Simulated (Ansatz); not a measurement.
**ClH₆N₂Si (charge +1): density, localisation and related maps**

```xyz
10

Cl   -1.3358    0.5894    0.2484
N     1.0936   -1.1928    1.1593
N    -0.8215   -0.2115    3.1101
Si    0.2020    0.1859    1.5128
H     2.1044   -1.2199    1.2761
H     0.7557   -1.9435    0.5611
H     0.9951    1.3340    1.9729
H    -1.3915    0.5871    3.4240
H    -0.2147   -0.4832    3.8965
H    -1.4727   -0.9941    2.9545
```

Geometry: B3LYP-D3(BJ)/def2-SVP.

Computed with isolated molecule in a Gaussian basis; Kohn-Sham density functional theory, functional PBE0 in Ansatz 0.2.0.

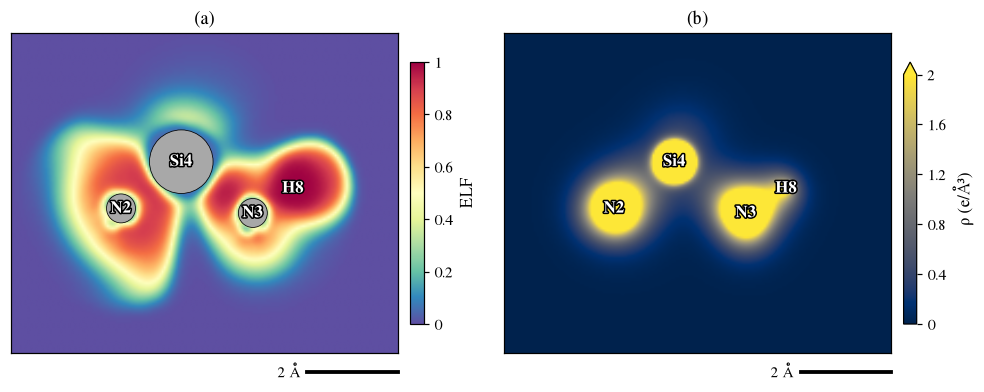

Figure 1. (a) ELF; (b) total electron density on the plane of atoms N2, Si4 and N3. Grey discs cover the atomic cores in the ELF map.

Question: What does the map show?

Answer: The plane passes through N, Si and H nuclei.
Si–N (1.68 Å): ρ is about 1.2 e/Å³ halfway; the ELF peaks at about 0.90 between the atoms; a polar covalent bond.
N–H (1.03 Å): ρ at the midpoint is about 2.9 e/Å³; the ELF climbs to about 1 towards the hydrogen, as it does in any bond to H (an ordinary covalent bond to hydrogen).
Si–N (1.94 Å): the density is about 0.75 e/Å³ at the midpoint; the ELF peaks at about 0.95 between the atoms (a polar covalent bond).
The ELF also peaks beside N2, away from the bonds: lone-pair regions.

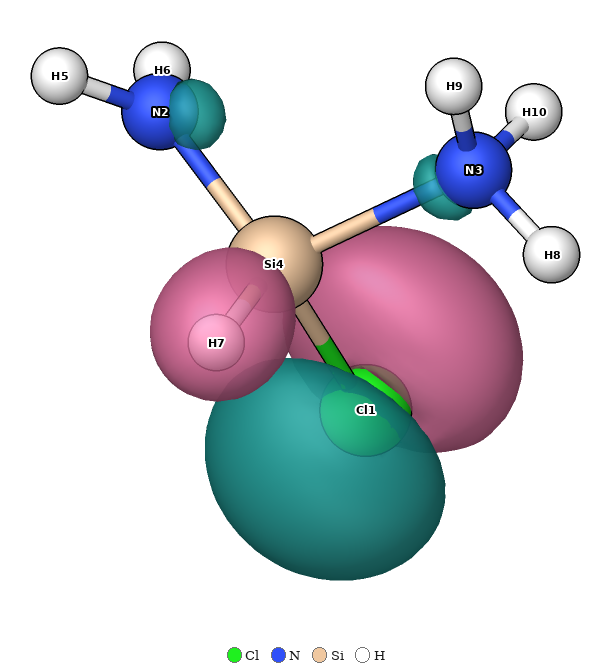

Figure 2. The HOMO−1 at ±0.15 Å⁻³ᐟ² (teal and pink are the two phases), seen at a tilt.

Question: Describe this orbital and give its energy.

Answer: By Hirshfeld shares it lies mainly on Cl1 (about 80 %) and Si4 (about 10 %); largely a lone pair of Cl1. Its energy is −14.12 eV.

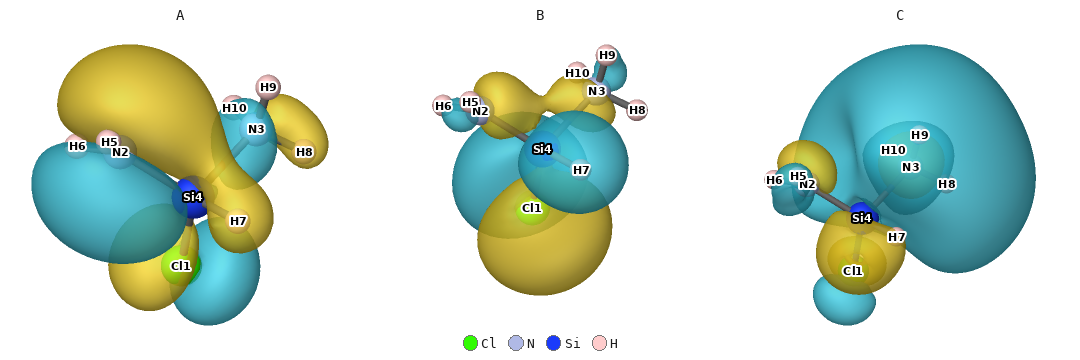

Figure 3. Three frontier orbitals at ±0.05 Å⁻³ᐟ² (yellow and cyan are the two phases), in no order.

Question: Which picture is the HOMO−1, the HOMO and the LUMO?

Answer: B is the HOMO−1 (−14.12 eV). It lies mainly on Cl1 (about 80 %) and Si4 (about 10 %); largely a lone pair of Cl1. A is the HOMO (−13.04 eV). Its weight (Hirshfeld) is mainly on N2 (about 65 %), Si4 (about 15 %) and Cl1 (about 5 %). C is the LUMO (−4.91 eV). By Hirshfeld shares it lies mainly on H9 (about 20 %), H10 (about 20 %), H8 (about 20 %), N3 (about 15 %) and Si4 (about 15 %).

Question: What is the HOMO–LUMO gap?

Answer: 8.13 eV between the orbital energies.
